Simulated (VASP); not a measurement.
Band structure of TiS₂ (space group Pnnm). Method: LDA (Ceperley-Alder, Perdew-Zunger), VASP's LDA PAW potentials (set 64) (plane waves; VASP 6.6.1).

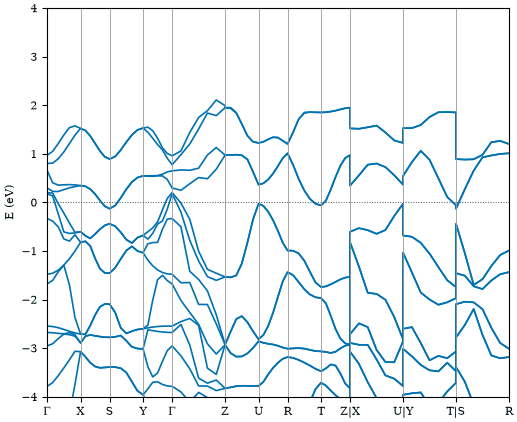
Fig. 1. Bands along high-symmetry lines, zero at the valence-band maximum or, without a gap, the Fermi level

Question: Read the plot: is there a gap, and where are the band edges?

Answer: It has no gap at this level: it comes out as a metal or semimetal. (Edges off the drawn lines would not show.)

The structure comes from a computed database's TiS2 entry (Pnnm); how it stands against other phases isn't given here. It was relaxed first, which changed the volume by -8 %.
